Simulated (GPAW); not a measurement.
Band structure of NaMg₆Cu (Amm2, 8 atoms in the cell).

```yaml
crystal:
  lattice:
    - [4.98343, 0.00000, 0.00000]
    - [0.00000, 3.14188, 5.39189]
    - [0.00000, -3.14188, 5.39189]
  atoms:
    - { symbol: Na, position: [0.50000, 0.33361, 0.33361] }
    - { symbol: Mg, position: [0.50000, 0.33183, 0.83599] }
    - { symbol: Mg, position: [0.50000, 0.83599, 0.33183] }
    - { symbol: Mg, position: [0.00000, 0.15176, 0.67638] }
    - { symbol: Mg, position: [0.00000, 0.67638, 0.15176] }
    - { symbol: Mg, position: [0.00000, 0.67214, 0.67214] }
    - { symbol: Mg, position: [0.00000, 0.16439, 0.16439] }
    - { symbol: Cu, position: [0.50000, 0.83391, 0.83391] }
```

Method of the run: PBEsol, GPAW PAW datasets PBEsol (made by gpaw-setup) (plane waves; GPAW).

Settings: mode = pw; ecut = 850 eV; xc = PBEsol; kpts = 3 3 3; mesh shift (steps) = 0 0 0; occupations.name = fermi-dirac; occupations.width = 0.1 eV; nbands = -12; convergence.density = 1e-05 e/electron; symmetry.symmorphic = false; symmetry.tolerance = 0.0005; maxiter = 120; bandpath_npoints = 40.

The starting cell comes from a database of computed structures (which also holds hypothetical and non-ambient phases and stackings), without a prior relaxation at this level. Its lattice was rescaled by a random factor within 2.5 % of one. Spin polarisation is off.

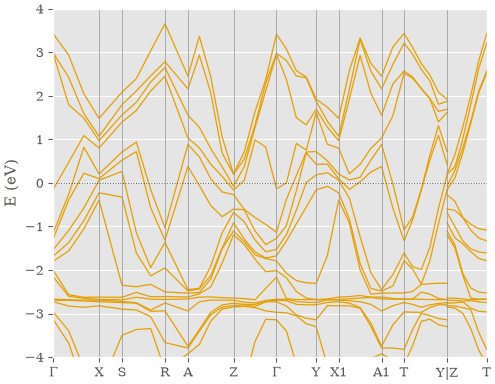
Figure: Bands along the path, energies from the Fermi level.

Levels in eV from the Fermi level, bands 37 to 43:
| point | 37 | 38 | 39 | 40 | 41 | 42 | 43 |
|---|---|---|---|---|---|---|---|
| Γ | -1.67 | -1.52 | -1.27 | -1.13 | -0.13 | 2.95 | 2.98 |
| X | -0.23 | 0.06 | 0.10 | 0.21 | 0.80 | 0.97 | 1.07 |
| S | -0.32 | 0.27 | 0.52 | 0.71 | 1.40 | 1.56 | 1.80 |
| R | -1.95 | -1.37 | -1.31 | -1.03 | 2.45 | 2.65 | 2.79 |
| A | -2.48 | -2.45 | 0.38 | 0.88 | 1.03 | 1.56 | 2.16 |
| Z | -0.91 | -0.68 | -0.60 | -0.27 | -0.16 | -0.07 | 0.20 |
| Y | -0.16 | 0.19 | 0.43 | 0.72 | 1.62 | 1.69 | 1.87 |
| X1 | -0.23 | 0.06 | 0.10 | 0.21 | 0.80 | 0.97 | 1.07 |
| A1 | -2.48 | -2.45 | 0.38 | 0.88 | 1.03 | 1.56 | 2.16 |
| T | -1.79 | -1.61 | -1.33 | -1.08 | 2.52 | 2.57 | 3.21 |

Bands cross the Fermi level along this path, so the cell is metallic at this level.
